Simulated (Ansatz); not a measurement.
Input file:

```
crystal:
  periodic: [false, false, false]
  atoms:
    - { symbol: Sn, position_ang: [0.0, 0.0, 0.0] }
    - { symbol: H, position_ang: [0.0, 0.0, 1.74] }
    - { symbol: Cl, position_ang: [2.2726, 0.0, -0.8025] }
    - { symbol: Cl, position_ang: [-1.1351, 1.9666, -0.8025] }
    - { symbol: Cl, position_ang: [-1.1351, -1.9666, -0.8025] }
basis:
  gaussian: { orbitals: def2-SVP }
hamiltonian:
  xc: b3lyp
relax:
  f_tol: 0.02
  max_steps: 40
output:
  orbitals: {}
```

Launched as:

```sh
ansatz run input.yaml --threads 1 --pin off --max-ram 2048MiB --backend cpu --events-out ev --progress --plain --runs-dir out
```

The fields are those of the run's last geometry, not of the input's.

Core potentials replace the inner electrons of Sn.

Computed with RKS B3LYP/def2-SVP in Ansatz 0.2.0.

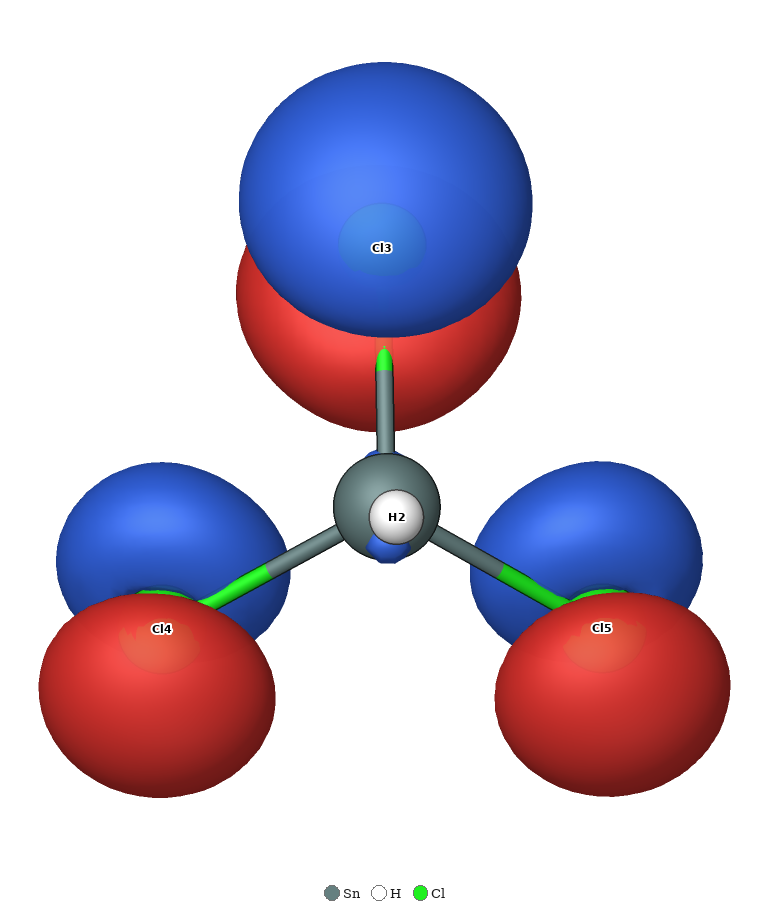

Cl$_{3}$HSn. The HOMO−1 at ±0.08 Å⁻³ᐟ² (blue and red are the two phases), seen across its widest extent.

Question: Describe this orbital and give its energy.

Answer: It lies mainly on Cl3 (about 55 %), Cl4 (about 20 %) and Cl5 (about 20 %). It is one of a degenerate set, so its orientation is arbitrary. Its energy is −8.97 eV.
